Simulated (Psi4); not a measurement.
# UB3LYP/def2-SVPD run of GaH2O2 (SMILES [OH][Ga][OH])

What is the vertical electron affinity of GaH2O2 at UB3LYP/def2-SVPD? 

Program for the calculation: Psi4 1.11.

2 further runs of the same task are left out: 2 set aside as unsound or not needed.

**1. The structure to begin with**

GaH2O2: 5 atoms, total charge 0, spin state doublet. SMILES: `[OH][Ga][OH]`. The coordinates come from a PBE0-D4/def2-TZVP relaxation. This is one conformer, not always the lowest.

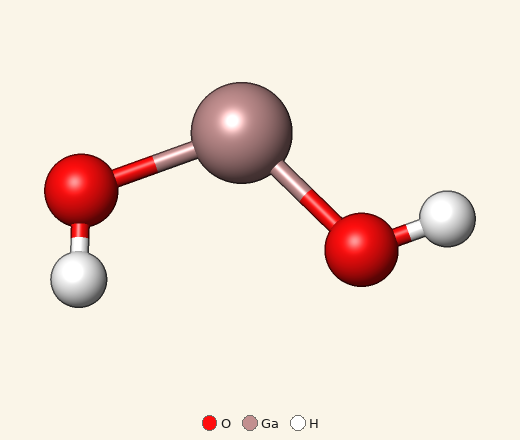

Viewed from a chosen angle; oxygen red, gallium pink, hydrogen white.

**2. The energy at UB3LYP/def2-SVPD**

Contents of gah2o2.xyz:

```xyz
5
GaH2O2
O     -0.370600     0.021600    -1.274400
Ga    -0.311700    -0.753800     0.353600
O      0.618200     0.154900     1.591100
H     -0.867400    -0.464600    -1.936500
H      0.981500     0.968200     1.224700
```

Contents of run.py:

```python
import psi4

psi4.set_memory(2200000000)
psi4.set_num_threads(1)
psi4.core.set_output_file('output.dat', False)

with open('gah2o2.xyz') as f:
    atoms = ''.join(f.readlines()[2:])
molecule = psi4.geometry('0 2\n' + atoms + 'symmetry c1\nno_reorient\nno_com')

options = {'basis': 'def2-SVPD', 'reference': 'uks', 'puream': True, 'e_convergence': 1e-09, 'd_convergence': 1e-08, 'scf_type': 'pk', 'dft_radial_points': 99, 'dft_spherical_points': 590, 'maxiter': 100}
psi4.set_options(options)

e_tot, wfn = psi4.energy("b3lyp", molecule=molecule, return_wfn=True)
psi4.oeprop(wfn, "MAYER_INDICES", "DIPOLE", "WIBERG_LOWDIN_INDICES", title="B3LYP")
print(f'b3lyp energy: {e_tot:.10f} Eh')
```

Run with:

```sh
$ python run.py
```

output.dat:

```text
[...]
  Running in c1 symmetry.
[...]
  Nuclear repulsion =  182.431292115847441
[...]
  Multiplicity = 2
[...]
  Nalpha       = 25
  Nbeta        = 24
[...]
    Number of basis functions: 100
[...]
   @UKS iter   1: -2074.53116235056859   -2.04350e+00   2.56640e-02 DIIS/ADIIS
[...]
   @UKS iter  15: -2076.23168525154006    2.27374e-12   2.62326e-09 DIIS
[...]
   @S^2 Observed:                7.523289196E-01
[...]
    Orbital Energies [Eh]
    ---------------------
    Alpha Occupied:
       1A   -372.542922     2A    -45.923306     3A    -40.689341
       4A    -40.687606     5A    -40.686030     6A    -19.151615
       7A    -19.140093     8A     -5.517186     9A     -3.805825
      10A     -3.801366    11A     -3.797427    12A     -0.987535
      13A     -0.977290    14A     -0.856052    15A     -0.855336
      16A     -0.853790    17A     -0.847683    18A     -0.842039
      19A     -0.516288    20A     -0.482316    21A     -0.391708
      22A     -0.351724    23A     -0.341767    24A     -0.317596
      25A     -0.239432
    Alpha Virtual:
[...]
  @UKS Final Energy: -2076.23168525154006
   => Energetics <=
    Nuclear Repulsion Energy =            182.4312921158474410
    One-Electron Energy =               -3255.5911787337608985
    Two-Electron Energy =                1071.8531427570551386
    DFT Exchange-Correlation Energy =     -74.9249413906819939
    Empirical Dispersion Energy =           0.0000000000000000
    VV10 Nonlocal Energy =                  0.0000000000000000
    Total Energy =                      -2076.2316852515400569
[...]
 Multipole Moments:
 ------------------------------------------------------------------------------------
     Multipole            Electronic (a.u.)      Nuclear  (a.u.)        Total (a.u.)
 ------------------------------------------------------------------------------------
 L = 1.  Multiply by 2.5417464519 to convert [e a0] to [Debye]
 Dipole X            :         13.8984761          -14.3010694           -0.4025933
 Dipole Y            :         40.1160930          -40.5387828           -0.4226897
 Dipole Z            :        -24.6381233           24.1571250           -0.4809984
 Magnitude           :                                                    0.7563778
[...]
```

The script printed:

```text
b3lyp energy: -2076.2316852515 Eh
```

Wall time 30 s (1 thread of Intel Xeon Platinum 8259CL at 2.50GHz (Skylake/Cascade Lake), shared host); peak memory 1.1 GiB.

**3. The singlet anion at the same level**

Contents of gah2o2_ase.py:

```python
import numpy as np
from ase.calculators.psi4 import Psi4
from ase import Atoms

atoms = Atoms(['O', 'Ga', 'O', 'H', 'H'], positions=[
    [-0.370600, 0.021600, -1.274400],
    [-0.311700, -0.753800, 0.353600],
    [0.618200, 0.154900, 1.591100],
    [-0.867400, -0.464600, -1.936500],
    [0.981500, 0.968200, 1.224700],
])
calc = Psi4(atoms=atoms, method='b3lyp', basis='def2-SVPD', memory='2200MB', num_threads=1, charge=-1, multiplicity=1, label='gah2o2', reference='rks')
calc.psi4.set_options({'puream': True, 'e_convergence': 1e-09, 'd_convergence': 1e-08, 'scf_type': 'pk', 'dft_radial_points': 99, 'dft_spherical_points': 590})
atoms.calc = calc

print(f'energy: {atoms.get_potential_energy():.6f} eV')
```

Run with:

```sh
$ python gah2o2_ase.py
```

gah2o2.dat:

```text
[...]
  Running in c1 symmetry.
[...]
  Nuclear repulsion =  182.431292115847441
[...]
  Multiplicity = 1
[...]
  Nalpha       = 25
  Nbeta        = 25
[...]
    Number of basis functions: 100
[...]
   @RKS iter   1: -2074.28128837049144   -1.79362e+00   2.66050e-02 DIIS/ADIIS
[...]
   @RKS iter  13: -2076.29509908912496   -1.31877e-11   5.41221e-09 DIIS
[...]
    Orbital Energies [Eh]
    ---------------------
    Doubly Occupied:
       1A   -372.284822     2A    -45.666448     3A    -40.432195
       4A    -40.430414     5A    -40.429499     6A    -18.931635
       7A    -18.929082     8A     -5.259254     9A     -3.547109
      10A     -3.542241    11A     -3.541723    12A     -0.770246
      13A     -0.764073    14A     -0.597727    15A     -0.596897
      16A     -0.596841    17A     -0.594137    18A     -0.589734
      19A     -0.300079    20A     -0.272129    21A     -0.172991
      22A     -0.143087    23A     -0.133875    24A     -0.113093
      25A      0.010593
[...]
  @RKS Final Energy: -2076.29509908912496
   => Energetics <=
    Nuclear Repulsion Energy =            182.4312921158474410
    One-Electron Energy =               -3267.1870372471348674
    Two-Electron Energy =                1083.5609895920845247
    DFT Exchange-Correlation Energy =     -75.1003435499219449
    Empirical Dispersion Energy =           0.0000000000000000
    VV10 Nonlocal Energy =                  0.0000000000000000
    Total Energy =                      -2076.2950990891249603
[...]
 Multipole Moments:
 ------------------------------------------------------------------------------------
     Multipole            Electronic (a.u.)      Nuclear  (a.u.)        Total (a.u.)
 ------------------------------------------------------------------------------------
 L = 1.  Multiply by 2.5417464519 to convert [e a0] to [Debye]
 Dipole X            :         -1.2720238            1.3598250            0.0878012
 Dipole Y            :         -2.7893008            3.2045837            0.4152829
 Dipole Z            :          1.1842727           -1.6796047           -0.4953320
 Magnitude           :                                                    0.6523210
[...]
```

Standard output:

```text
energy: -56498.867442 eV
```

Run time: 17 s. Hardware: 1 thread of Intel Xeon Platinum 8259CL at 2.50GHz (Skylake/Cascade Lake), shared host; peak memory 1.1 GiB.

**4. Outcome**

Level: UB3LYP/def2-SVPD.

```
                                                            quantity           value
                                        doublet GaH2O2: total energy  -2076.23169 Eh
                                       doublet GaH2O2: dipole moment          1.92 D
                  doublet GaH2O2: HOMO energy (highest over α and β)        -6.52 eV
                   doublet GaH2O2: LUMO energy (lowest over α and β)        -3.89 eV
                                                doublet GaH2O2: ⟨S²⟩           0.752
                                         singlet anion: total energy  -2076.29510 Eh
                                          singlet anion: HOMO energy         0.29 eV
                                          singlet anion: LUMO energy         4.13 eV
singlet anion: HOMO–LUMO gap (to an unbound level, set by the basis)         3.84 eV
                   vertical electron affinity (to the singlet anion)        1.726 eV
```

**Reading.** At fixed nuclei the extra electron is bound by 1.73 eV (166 kJ/mol). The HOMO (singlet anion) lies at positive energy, 0.29 eV; only total energies tell whether the electron is bound.
